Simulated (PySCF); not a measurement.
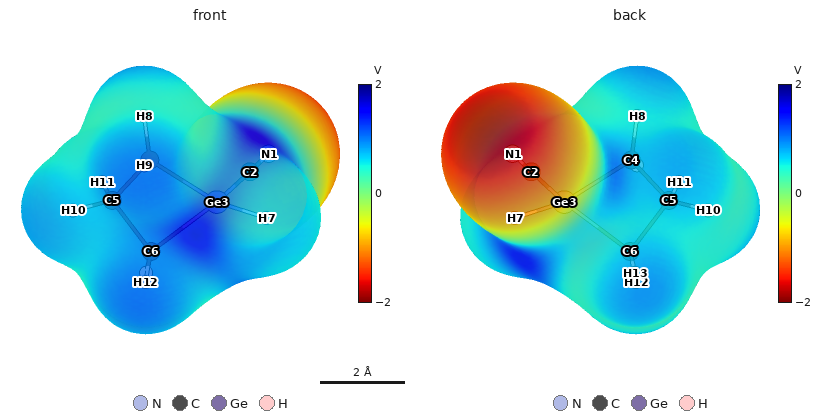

Figure. C4H7GeN (SMILES N#[C][GeH]1[CH2]C[CH2]1). The molecular electrostatic potential painted on the density surface at 0.002 e/bohr³, seen from the front and from behind; red is negative and blue positive.

Geometry: GFN2-xTB.

Computed with PBE0/def2-SVPD, SCF density, gas phase in PySCF.

```
atom    x (Å)    y (Å)    z (Å)
   N   3.3561  -0.9418  -0.6942
   C   2.4680  -0.4067  -0.2082
  Ge   0.9493   0.4679   0.5889
   C  -0.4561   1.0120  -0.7191
   C  -1.1783  -0.3254  -0.4645
   C  -0.6027  -0.7484   0.9013
   H   1.5408   1.3952   1.6417
   H  -0.2091   1.2019  -1.7609
   H  -1.0360   1.8539  -0.3436
   H  -2.2652  -0.2428  -0.4731
   H  -0.8909  -1.0507  -1.2263
   H  -1.2243  -0.3948   1.7227
   H  -0.4558  -1.8196   1.0177
```

**Which sites attract a positive test charge, and which a negative one?**

A positive charge is drawn to the negative regions and a negative charge to the positive ones. The most negative region (about −1.9 V) lies over N1, the most positive (about +1.5 V) over Ge3. N1 is the likeliest acceptor of a hydrogen bond.

**How polar is the molecule by this calculation?**

Its dipole moment is 4.33 D.
